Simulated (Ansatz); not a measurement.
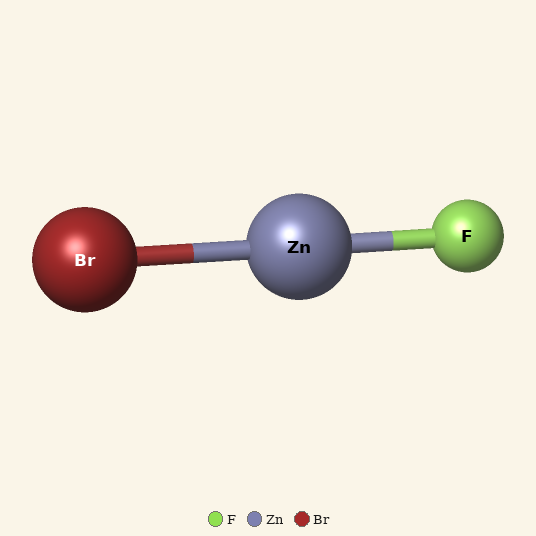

A metal compound. The species is neutral and a spin singlet. The computed structure is the end point of a PBE-D4/def2-SVP optimisation. No frequency run is at hand to confirm it as a minimum.

Question: Describe the coordination sphere.

Answer: Zn binds 2 atoms: 1 F at 1.75 Å, 1 Br at 2.22 Å. The arrangement is linear.

Question: What are the formal oxidation state of the metal and its number of d electrons?

Answer: Zn(II), d¹⁰, counting the ligands as closed-shell ions or neutral donors.
